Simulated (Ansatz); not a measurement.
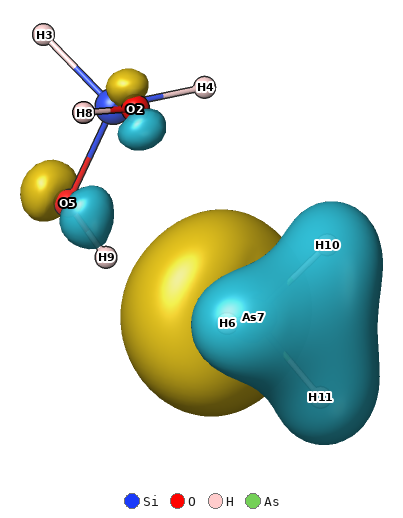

Figure 1: H₄O₂Si···AsH₃. The HOMO at ±0.1 Å⁻³ᐟ² (yellow and cyan are the two phases), seen at an oblique angle.

The reactant side of a reaction path; geometry: PBE0-D4/def2-TZVP; a saddle point, not a minimum.

All numbers below come from RKS PBE0-D4/def2-TZVPP (Ansatz).

```xyz
11

Si    0.5306   -0.8847   -1.4165
O     0.7370   -1.4718    0.1091
H     1.3596   -1.6240   -2.3970
H    -0.9214   -1.0567   -1.6564
O     1.0002    0.6769   -1.5737
H    -0.1439    0.9057    2.5520
As   -0.9627    1.3073    1.3402
H     1.6366   -1.5569    0.4292
H     0.5276    1.3038   -1.0153
H    -1.9213    0.1431    1.4924
H    -1.8423    2.2572    2.1359
```

Q: Describe this orbital and give its energy.

A: It lies mainly on As7 (about 75 %), H11 (about 5 %), H10 (about 5 %) and H6 (about 5 %); largely a lone pair of As7. Its energy is −8.03 eV.
